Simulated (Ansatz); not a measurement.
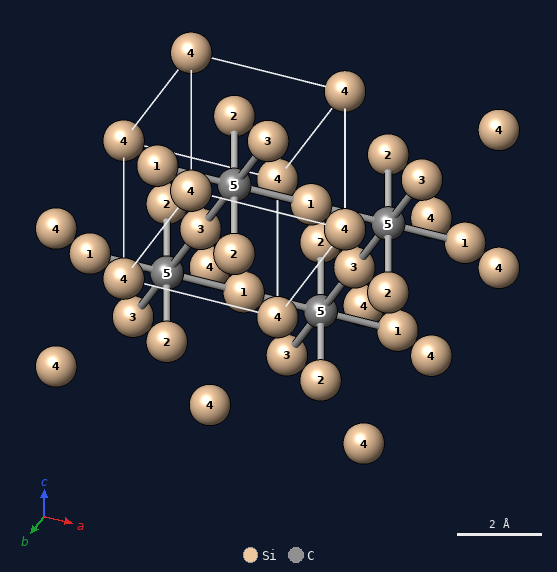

Starting structure of crystalline Si₄C (a generated structure, set up in Pm-3m) (coarse preliminary run). Style: ball-and-stick. Shown: the cell of the calculation, repeated 2 × 2 × 1 with one cell outlined, from a free direction.

Level of theory: DFT PBE, scalar-relativistic, plane waves, PAW (Ansatz).

The input:
```yaml
crystal:
  lattice:
    - [4.03353127, 0.0, 0.0]
    - [0.0, 4.03353127, 0.0]
    - [0.0, 0.0, 4.03353127]
  atoms:
    - { symbol: Si, position: [0.0, 0.5, 0.5] }
    - { symbol: Si, position: [0.5, 0.5, 0.0] }
    - { symbol: Si, position: [0.5, 0.0, 0.5] }
    - { symbol: Si, position: [0.0, 0.0, 0.0] }
    - { symbol: C, position: [0.5, 0.5, 0.5] }
basis:
  ecutwfc: 420
kpoints:
  mp_grid: { grid: [4, 4, 4] }
hamiltonian:
  xc: pbe
scf:
  occupations: { method: gaussian, width: 0.1 }
  lower_state_search: "off"
output:
  forces: true
  stress: true
  eigenvalues: true
relax:
  adjacent_minimum: "off"
  f_tol: 0.04
  max_steps: 70
  cell: { stress_tol: 0.4 }
```

Launched with:
```bash
ansatz run input.yaml --threads 1 --pin off --max-ram 2560MiB --backend cpu --events-out ev --progress --plain --runs-dir out
```

What does the optimiser find from here?

The atoms keep their places relative to the cell (all moves are under 0.005 Å). Cell: a = b = c 4.034 → 4.080 Å (+1.1 %). Volume +3.5 %. Some distances before and after: Si1–C5 2.017 → 2.040 Å. The space group stays Pm-3m (No. 221). After 2 accepted moves (3 points after the start) the energy has fallen by 6.0 meV per atom. All forces vanish by symmetry, so only the cell relaxes. Pressure: 4.24 GPa at the start and 0.11 GPa at the end. At 1 point the geometry stayed and the basis and grid were re-selected for the new cell (energy shift of 0.3 meV per atom at most each time). Cost: 6.4 s on 1 thread of AMD EPYC (Zen 3) (shared host), peak memory 0.33 GiB.

History of the run:

| step | E − E(0), meV/atom | pressure, GPa | volume, Å³/atom | note |
| --- | --- | --- | --- | --- |
| 0 | 0.00 | 4.24 | 13.125 |  |
| 1 | -5.04 | 1.46 | 13.421 |  |
| 2 | -5.70 | 0.08 | 13.582 |  |
| 3 | -6.01 | 0.11 | 13.582 | same geometry, new basis |

Final geometry:

```
Si C
1.0
     4.07982    0.00000    0.00000
     0.00000    4.07982    0.00000
     0.00000    0.00000    4.07982
Si C
4 1
Direct
  0.00000 0.50000 0.50000
  0.50000 0.50000 0.00000
  0.50000 0.00000 0.50000
  0.00000 0.00000 0.00000
  0.50000 0.50000 0.50000
```

After the run, drawn alike:

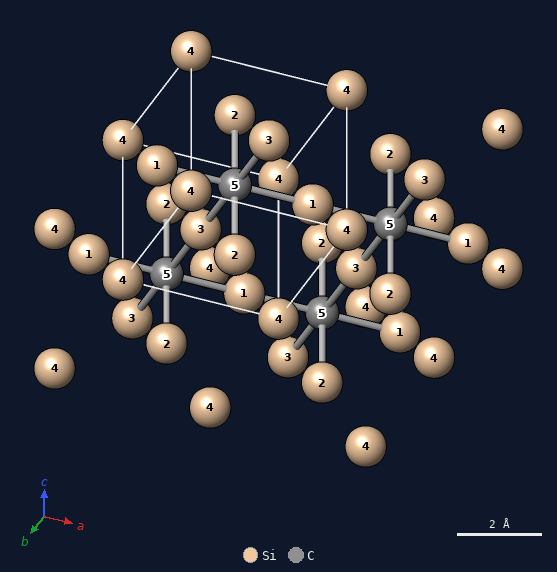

Limits of the set-up: the k-point mesh is coarse for a cell with partly filled bands.
